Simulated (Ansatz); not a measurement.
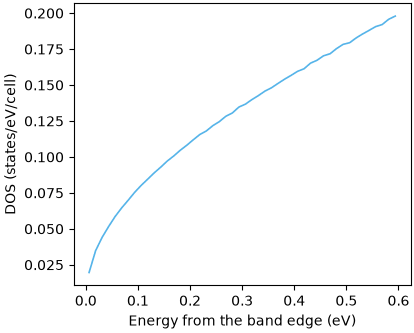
*Density of states of BN (F-43m) below the valence band maximum, Ansatz (a first-principles code) with HSE06, rigid bands; cell volume 11.7 Å³.*

Task: What effective density of states at 300 K does this give (∫ g(E) exp(−E/k_BT) dE, both spins, divided by the cell's size)?

Result: 8.0e19 cm⁻³, a density-of-states mass of 2.2 mₑ, valleys and band degeneracy included.

Spin-orbit coupling is left out. Geometry: cell and atoms relaxed with PBEsol.
